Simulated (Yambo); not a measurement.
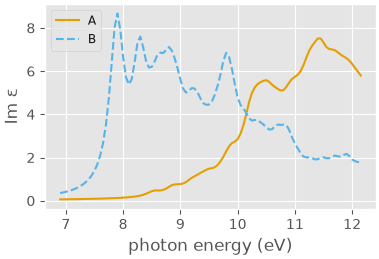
Figure: Two computed absorption spectra of AlClO (space group Pmmn, No. 59) (Yambo, PBEsol bands with the same scissor, field along x)

Axes are Cartesian, with cell vectors (Å) (3.15, 0.00, 0.00), (0.00, 3.63, 0.00), (0.00, 0.00, 7.85).

### Question
Which curve includes the electron-hole attraction (BSE), and where are its main peaks?

### Answer
Curve B: the attraction moves weight to lower energy (centre of the plotted range 9.4 eV against 10.9 eV). Its peaks lie at 7.9 eV, 8.3 eV, 8.8 eV, 9.8 eV. Settings: 8×6×4 mesh, 9 valence and 5 conduction bands, static screening with 49 bands and a 3 Ry block, scissor 2.66 eV, Tamm-Dancoff. The scissor comes from a G0W0 run whose convergence isn't established. Broadening 0.15 eV. The band window holds all transitions up to 12.2 eV. Fine structure above the onset can come from the mesh.

Geometry relaxed with PBE+D3(BJ); primitive cell a = 3.1473 Å, b = 3.6333 Å, c = 7.8451 Å, α = β = γ = 90.00°.
